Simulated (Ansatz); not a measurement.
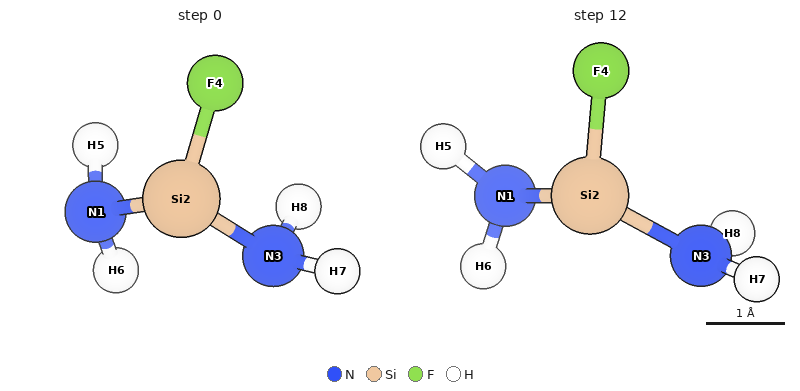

The structure of SiN2H4F (multiplicity 2) (coarse preliminary run) before (left) and after (right) a relaxation, at one scale.

A ball-and-stick model, seen at a tilt.

The start comes from a force field.

These are results of UKS PBE-D4/def2-SVP in Ansatz, not measurements. Settings: force threshold 0.03 eV/Å; at most 200 steps.

Describe what moved and what it gained.

Answer. The energy falls by 1.730 eV in 9 accepted moves (12 points after the start). The largest force component goes from 6.4 to 0.0049 eV/Å. The line search rejected the trial steps at points 5, 8, 11 of the run. H5 moves most after the best rigid fit: 0.72 Å. Largest moves by element: H 0.72 Å, N 0.44 Å, F 0.28 Å, Si 0.22 Å. Near-neighbour distances that change, for instance: N1–Si2 1.623 → 1.745 Å, Si2–F4 1.557 → 1.658 Å, N3–H8 0.951 → 1.026 Å, Si2–N3 1.682 → 1.731 Å. Bond angles that change, for instance: N1–Si2–N3 92.0° → 105.0°, Si2–N3–H7 107.3° → 120.2°, N3–Si2–F4 103.5° → 116.0°.
